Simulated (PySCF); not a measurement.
# SiH₂⁻: relaxation and vibrations of the doublet

Where does doublet SiH₂⁻ go from a bent start, is the end point a minimum, and what are its modes, charges and moments?

Method: PBE0, basis Si def2-TZVPD, H def2-TZVPD, no relativity, density fitting; program: PySCF 2.14.0.

**1. The system as given**

3 atoms, charge -1, spin multiplicity 2.

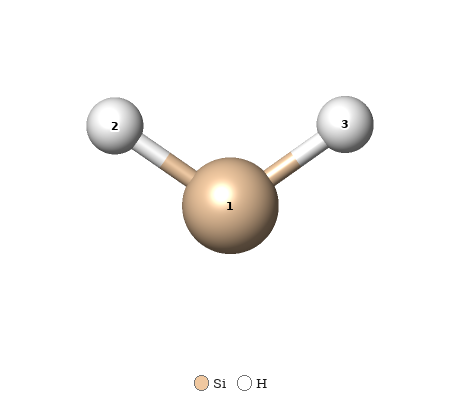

The starting geometry (silicon light orange, hydrogen white); atoms are numbered from 1 in the order of the file.

```xyz
3
charge -1 multiplicity 2
Si    0.0000    0.0000    0.0000
H     1.2123    0.0000    0.8489
H    -1.2123    0.0000    0.8489
```

**2. First SCF at the start**

The steps below are one call of a driver around PySCF. For each, scf.py gives the equivalent set-up of the SCF; relaxations use the driver's own optimiser. After this first run the driver tries any further starts and a stability analysis.

Contents of scf.py:

```python
from pyscf import gto, scf, dft
mol = gto.M(atom='''
Si     0.000000     0.000000     0.000000
H      1.212300     0.000000     0.848900
H     -1.212300     0.000000     0.848900''',
    basis={'Si': 'def2-TZVPD', 'H': 'def2-TZVPD'},
    charge=-1, spin=1)
mf = dft.UKS(mol, xc='PBE0')
mf.grids.atom_grid = (50, 194)
aux = {'Si': 'def2-universal-JKFIT', 'H': 'def2-universal-JKFIT'}
mf = mf.density_fit(auxbasis=aux)
mf.conv_tol = 1e-08
mf.diis_space = 10
mf.max_cycle = 60
mf.init_guess = 'minao'
mf.verbose = 4
mf.kernel()
```

The run is started by

```console
$ OMP_NUM_THREADS=2 python axn.py task.json out
```

The program printed:

```text
init E= -290.31145987471
[... the frontier-level lines of each cycle are left out ...]
cycle= 1 E= -290.491753250508  delta_E= -0.18  |g|= 0.139  |ddm|= 0.801
cycle= 2 E= -290.508912598237  delta_E= -0.0172  |g|= 0.105  |ddm|= 1.54
cycle= 3 E= -290.518427142995  delta_E= -0.00951  |g|= 0.0169  |ddm|= 0.562
cycle= 4 E= -290.518521249448  delta_E= -9.41e-05  |g|= 0.00294  |ddm|= 0.0148
cycle= 5 E= -290.518536780182  delta_E= -1.55e-05  |g|= 0.000844  |ddm|= 0.0114
cycle= 6 E= -290.518538107798  delta_E= -1.33e-06  |g|= 0.000317  |ddm|= 0.00344
cycle= 7 E= -290.518538292475  delta_E= -1.85e-07  |g|= 7.94e-05  |ddm|= 0.0015
cycle= 8 E= -290.518538304408  delta_E= -1.19e-08  |g|= 1.72e-05  |ddm|= 0.000323
cycle= 9 E= -290.51853830512  delta_E= -7.11e-10  |g|= 4.13e-06  |ddm|= 7.49e-05
Extra cycle  E= -290.51853830516  delta_E= -4.07e-11  |g|= 1.8e-06  |ddm|= 2.02e-05
converged SCF energy = -290.51853830516  <S^2> = 0.75946873  2S+1 = 2.0094464
```

This step, with its further starts and checks, needed 1.4 s of wall time on 2 threads of Arm Neoverse V1, shared host.

No lower solution of this spin turned up in the test of internal stability.

**3. Bent start, doublet: relaxation**

The program finds C2v symmetry in the start, which this walk keeps. The walk stops when the largest gradient is under 0.0003 Eh/bohr and the energy has settled too.

Edit scf.py of step 2 so:

```diff
@@ -3,3 +3,3 @@
-Si     0.000000     0.000000     0.000000
-H      1.212300     0.000000     0.848900
-H     -1.212300     0.000000     0.848900''',
+Si     0.000000     0.000000    -0.057050
+H      1.212300     0.000000     0.791850
+H     -1.212300     0.000000     0.791850''',
@@ -15 +14,0 @@
-mf.init_guess = 'minao'
```

Energy and gradient, step by step:

```csv
step,energy (Eh),change (kJ/mol),largest symmetric gradient (Eh/bohr)
0,-290.518538,0.00,0.04536
1,-290.527398,-23.26,0.00508
2,-290.527485,-23.49,0.00041
3,-290.527487,-23.50,0.00020
```

The walk took 2.1 s.

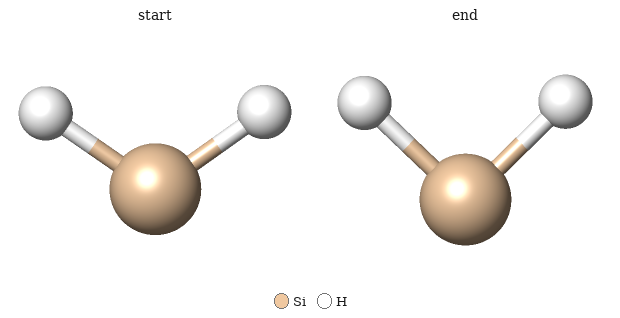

The geometry along the walk, at one scale.

After 3 steps and 23.5 kJ/mol it ends at C2v: Si–H 1.552 Å (×2); H–Si–H 91.8°.

**4. Hessian and properties**

On the finer grid the gradient is checked again; gradients at displacements of ±0.02 bohr then give force constants and infrared intensities.

Edit scf.py of step 3 so:

```diff
@@ -3,3 +3,3 @@
-Si     0.000000     0.000000    -0.057050
-H      1.212300     0.000000     0.791850
-H     -1.212300     0.000000     0.791850''',
+Si     0.000000     0.000000    -0.072309
+H      1.115836     0.000000     1.006784
+H     -1.115836     0.000000     1.006784''',
@@ -9 +9 @@
-mf.grids.atom_grid = (50, 194)
+mf.grids.atom_grid = (75, 302)
@@ -12 +12 @@
-mf.conv_tol = 1e-08
+mf.conv_tol = 1e-10
```

This SCF starts from the last density.

Log of the central SCF (cycles and frontier levels):

```text
init E= -290.527498819067
[... the frontier-level lines of each cycle are left out ...]
cycle= 1 E= -290.527498819068  delta_E= -1.02e-12  |g|= 1.98e-07  |ddm|= 7.66e-07
Extra cycle  E= -290.527498819068  delta_E= -5.68e-14  |g|= 1.68e-07  |ddm|= 6.7e-07
converged SCF energy = -290.527498819068  <S^2> = 0.75900445  2S+1 = 2.0089843
```

The whole step took 10 s.

Geometry: C2v; Si–H 1.552 Å (×2); H–Si–H 91.9°.

Modes, for the most abundant isotopes:

```json
{"symmetry": "a1", "ω (cm⁻¹)": "948", "IR (km/mol)": "97.8", "μ (u)": "1.04", "type": "bend"}
{"symmetry": "b2", "ω (cm⁻¹)": "1870", "IR (km/mol)": "544", "μ (u)": "1.04", "type": "stretch"}
{"symmetry": "a1", "ω (cm⁻¹)": "1874", "IR (km/mol)": "554", "μ (u)": "1.04", "type": "stretch"}
```

No imaginary mode, so this is a minimum.

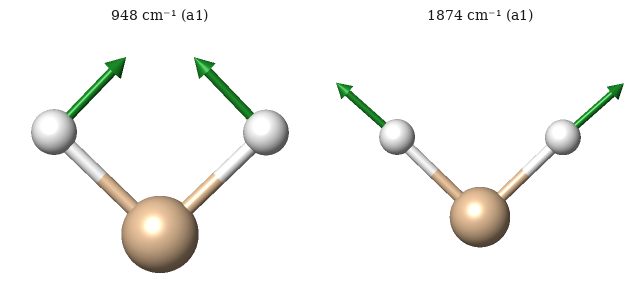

How the atoms move in 2 of the modes.

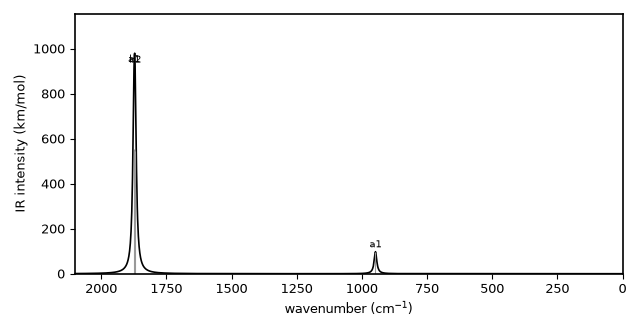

The harmonic infrared spectrum (widths in cm⁻¹). Lines are broadened to a width of 12 cm⁻¹ (Lorentzian).

Properties at this point:

```yaml
Dipole_moment_about_the_centre_of_mass: 0.03 D
Highest_occupied_level: 0.94 eV
Lowest_empty_level: 4.10 eV
Rotational_constants: 7.7, 6.717, 3.587 cm⁻¹
Zero-point_energy: 28.1 kJ/mol
Principal_polarisabilities: 65.6, 75.2, 81.1 bohr³
Principal_traceless_quadrupole_moments_about_the_centre_of_mass: -2.42, 0.96, 1.46 D Å
Entropy_at_298.15_K_and_1_bar_electronic_part_spin_only: 213.8 J/(mol K)
Heat_capacity_Cp_at_298.15_K: 35.3 J/(mol K)
Enthalpy_at_298.15_K_above_0_K: 10.04 kJ/mol
Rotational_symmetry_number: 2
Spin_squared_⟨S²⟩: 0.759
```

Populations by atom (charges in e):

| atom | Mulliken | Löwdin | polar tensor | spin (Mulliken) | Mayer order to Si1 |
| --- | --- | --- | --- | --- | --- |
| Si1 | -0.96 | -0.21 | -0.34 | 1.11 | – |
| H2,3 | -0.02 | -0.40 | -0.33 | -0.05 | 1.16 |

Mulliken populations on Si1: s 5.60, p 9.21, d 0.14, f 0.01.

**5. What came out**

| quantity | value |
| --- | --- |
| minimum | doublet, C2v |
| geometry | Si–H 1.552 Å (×2); H–Si–H 91.9° |
| wavenumbers (cm⁻¹) | 948 (a1), 1870 (b2), 1874 (a1) |
| dipole moment (centre of mass) | 0.03 D |
| highest occupied, lowest empty level (either spin) | 0.94, 4.10 eV |
| polar-tensor charge of Si1 | -0.34 e |
| zero-point energy | 28.1 kJ/mol |
| entropy at 298.15 K | 213.8 J/(mol K) |
| ⟨S²⟩ | 0.759 |

In words: The bent start keeps its C2v symmetry and ends in a minimum. In the infrared the band at 1874 cm⁻¹ (a1, stretch) leads. Most of the spin sits on Si1 (Mulliken spin 1.11, against 1 for the whole molecule). Only this shape and spin were tried, so other structures or states may lie lower. A highest occupied level above zero is common for anions with such functionals; it warns that the extra electron is poorly described.

The search up to here took 14 s.
